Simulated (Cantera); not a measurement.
Charge: 1 mol Si, a varied amount of SF6, 23 mol N2, 17 mol HF, at 1400 °C and 1.00 Torr.

Equilibrium computed with Cantera from the NASA thermochemical tables; the gas is ideal and each condensed phase is pure. Candidate condensed phases: S, Si, Si3N4; 52 gas species. The tables' values for SF3, S2F2 (SSF2), FS2F (FSSF) are old estimates; treat these amounts as uncertain. Rates play no part.

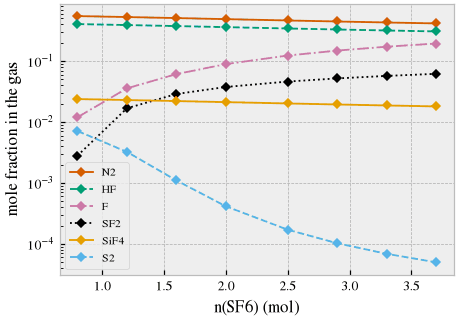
Figure. Equilibrium gas composition (values under 1e-9 drawn at 1e-9)

Problem. Read off the mole fractions at 3.3 mol SF6.

Solution. N2 about 0.43, HF about 0.32, F about 0.17, SF2 about 0.057, SiF4 about 0.019, S2 about 6.9e-5.
